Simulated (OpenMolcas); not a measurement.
# triplet HBS: levels of theory compared

Wanted: a comparison of 5 runs (UBLYP/def2-TZVPPD, UM06-L/def2-TZVPPD, UPBE0/def2-TZVPPD, USVWN5/def2-TZVPPD, ROMP2/def2-TZVPPD) of triplet HBS. 

The calculation is run with OpenMolcas 26.06.

### 1 The molecule

The species is HBS (3 atoms), meant as a triplet with charge 0. As SMILES of the parent species, `B=S`. The coordinates come from a PBE0-D4/def2-TZVP relaxation. That shape belongs to the parent species and isn't relaxed for this state.

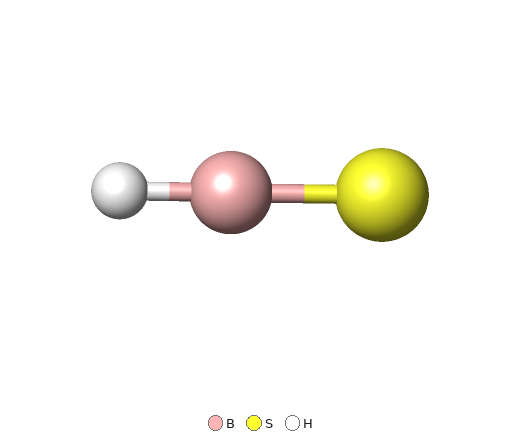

The structure, seen from a chosen angle (boron pink, sulfur yellow, hydrogen white).

### 2 A single-point energy at UBLYP/def2-TZVPPD (run 1)

job.inp

```
* BHS Kohn-Sham DFT
>>> EXPORT MOLCAS_PRINT=2

&GATEWAY
  BasLib=$CurrDir
  Coord
  3
  angstrom
  B       -0.038660      -0.014560       0.134750
  S        0.399170       0.147640      -1.393290
  H       -0.360510      -0.133080       1.258530
  Basis=def2-TZVPPD
  Group=NoSym

&SEWARD
  GridInput
  Grid=UltraFine
  End of Grid

&SCF
  UHF
  Spin=3
  KSDFT=BLYP
  Thresholds=1e-10 1e-07 1e-07 1e-05
  PrOrbitals=0
```

The basis set def2-TZVPPD is read from a file made from the Basis Set Exchange's data (not shown).

Command:

```
$ export MOLCAS_MEM=1860
$ pymolcas job.inp > job.log
```

Output:

```text
--- Start Module: gateway ---
[...]
--- Stop Module: gateway /rc=_RC_ALL_IS_WELL_ ---
--- Start Module: seward ---
[...]
      Basis functions          105
--- Stop Module: seward /rc=_RC_ALL_IS_WELL_ ---
[...]
--- Start Module: scf ---
[...]
       Convergence after  25 Iterations
[...]
::    Total KS-DFT energy                            -423.4926667185
[...]
      Total spin, S                                     1.0021289985
[...]
      Total electronic charge=   22.000000
      Total            charge=   -0.000000
[...]
      Dipole Moment (debye):
      Origin of the operator (angstrom)=    0.2722    0.1006   -0.9501
                   X=  1.3799E-01               Y=  5.1858E-02               Z= -4.8106E-01           Total=  5.0314E-01
      Quadrupole Moment (debye*angstrom):
[...]
--- Stop Module: scf /rc=_RC_ALL_IS_WELL_ ---
[...]
```

Run time: 52 s. Hardware: 1 thread of Arm Neoverse V1, shared host; peak memory 0.6 GiB.

### 3 The energy at UM06-L/def2-TZVPPD (run 2)

calc.input

```
* BHS Kohn-Sham DFT

&gateway
  baslib=$CurrDir
  coord
  3
  angstrom
  B       -0.038660      -0.014560       0.134750
  S        0.399170       0.147640      -1.393290
  H       -0.360510      -0.133080       1.258530
  basis=def2-TZVPPD
  group=NoSym

&seward
  gridinput
  Grid=UltraFine
  End of Grid

&scf
  uhf
  spin=3
  ksdft=M06L
  thresholds=1e-10 1e-07 1e-07 1e-05
  prorbitals=1 2
```

The basis set def2-TZVPPD is read from a file made from the Basis Set Exchange's data (not shown).

Command:

```
$ export MOLCAS_MEM=1860
$ pymolcas calc.input > calc.log
```

Output:

```text
--- Start Module: gateway ---
[...]
--- Stop Module: gateway /rc=_RC_ALL_IS_WELL_ ---
--- Start Module: seward ---
[...]
      Basis functions          105
--- Stop Module: seward /rc=_RC_ALL_IS_WELL_ ---
[...]
--- Start Module: scf ---
[...]
       Convergence after  23 Iterations
[...]
::    Total KS-DFT energy                            -423.4967482750
[...]
      Total spin, S                                     1.0047944049
[...]
      Total electronic charge=   22.000000
      Total            charge=   -0.000000
[...]
      Dipole Moment (debye):
      Origin of the operator (angstrom)=    0.2722    0.1006   -0.9501
                   X=  1.1457E-01               Y=  4.3012E-02               Z= -3.9943E-01           Total=  4.1775E-01
      Quadrupole Moment (debye*angstrom):
[...]
--- Stop Module: scf /rc=_RC_ALL_IS_WELL_ ---
[...]
```

Run time: 70 s. Hardware: 1 thread of Arm Neoverse V1, shared host; peak memory 0.6 GiB.

Runs 3 to 4 aren't shown in full; the table further down has their settings and results.

### 4 The energy at ROMP2/def2-TZVPPD (run 5)

mol.input

```
>>> EXPORT MOLCAS_PRINT=2

&GATEWAY
  BasLib
  $CurrDir
  Coord
  3
  angstrom
  B       -0.038660      -0.014560       0.134750
  S        0.399170       0.147640      -1.393290
  H       -0.360510      -0.133080       1.258530
  Basis
  def2-TZVPPD
  Group
  NoSym

&SEWARD

&SCF
  UHF
  Spin
  3
  Thresholds
  1e-10 1e-07 1e-07 1e-05
  PrOrbitals
  1

&RASSCF
  FileOrb
  $Project.UnaOrb
  Spin
  3
  Nactel
  2 0 0
  Inactive
  10
  Ras2
  2
  OutOrbitals
  Canonical
  OrbListing
  Few

&CASPT2
  IPEA
  0.0
  Frozen
  6
```

The basis set def2-TZVPPD is read from a file made from the Basis Set Exchange's data (not shown).

Command:

```
$ export MOLCAS_MEM=1860
$ pymolcas mol.input > mol.log
```

Output:

```text
--- Start Module: gateway ---
[...]
--- Stop Module: gateway /rc=_RC_ALL_IS_WELL_ ---
[...]
      Basis functions          105
[...]
       Convergence after  23 Iterations
[...]
::    Total SCF energy                               -422.6949427794
[...]
      Total spin, S                                     1.0098691505
[...]
--- Start Module: rasscf ---
[...]
      Number of active orbitals                  2
[...]
      Spin quantum number                      1.0
[...]
      Active orbitals                            2
[...]
      Number of CSFs                             1
[...]
      Number of root(s) required                 1
[...]
      Convergence after 10 iterations
[...]
      printout of CI-coefficients larger than  0.05 for root  1
      energy=    -422.684885
      conf/sym  11     Coeff  Weight
             1  uu   1.00000 1.00000
      Natural orbitals and occupation numbers for root  1
      sym 1:   1.000000   1.000000
      ************************************************************************************************************************
      *                                                    Final results                                                     *
[...]
::    RASSCF root number  1 Total energy:   -422.68488536
[...]
      Total electronic charge=   22.000000
      Total            charge=   -0.000000
[...]
      Dipole Moment (debye):
      Origin of the operator (angstrom)=    0.2722    0.1006   -0.9501
                   X=  3.5522E-02               Y=  1.4353E-02               Z= -1.2311E-01           Total=  1.2894E-01
      Quadrupole Moment (debye*angstrom):
[...]
--- Stop Module: rasscf /rc=_RC_ALL_IS_WELL_ ---
[...]
--- Start Module: caspt2 ---
[...]
 ###    WARNING: User changed nr of frozen orbitals.                         ###
 ###############################################################################
[...]
      E2 (Variational):          -0.2401670745
      Total energy:            -422.9250524339
[...]
      Reference weight:           0.90042
[...]
::    CASPT2 Root  1     Total energy:   -422.92505243
[...]
--- Stop Module: caspt2 /rc=_RC_ALL_IS_WELL_ ---
[...]
```

It took 26 s on 1 thread of Arm Neoverse V1, shared host; peak memory 0.6 GiB.

### 5 The series

```csv
run,level,integration grid,frozen core orbitals,energy (Eh),dipole moment (D),HOMO energy (eV),⟨S²⟩,wall time
1,UBLYP/def2-TZVPPD,UltraFine,–,-423.492667,0.50,-2.92,2.006,52 s
2,UM06-L/def2-TZVPPD,UltraFine,–,-423.496748,0.42,-3.02,2.014,70 s
3,UPBE0/def2-TZVPPD,UltraFine,–,-423.328888,0.39,-4.21,2.011,48 s
4,USVWN5/def2-TZVPPD,UltraFine,–,-421.834870,0.51,-3.11,2.004,35 s
5,ROMP2/def2-TZVPPD,–,6,-422.925052,–,–,–,26 s
```

### 6 Results

| quantity | value |
| --- | --- |
| run 5: total energy | -422.92505 Eh |

In words: Over runs 1, 2, 3, 4 the dipole moment (its size) runs from 0.39 D (UPBE0/def2-TZVPPD) to 0.51 D (USVWN5/def2-TZVPPD). Totals of different functionals can't be ranked against each other. All runs together took 3.8 min, the longest 70 s.
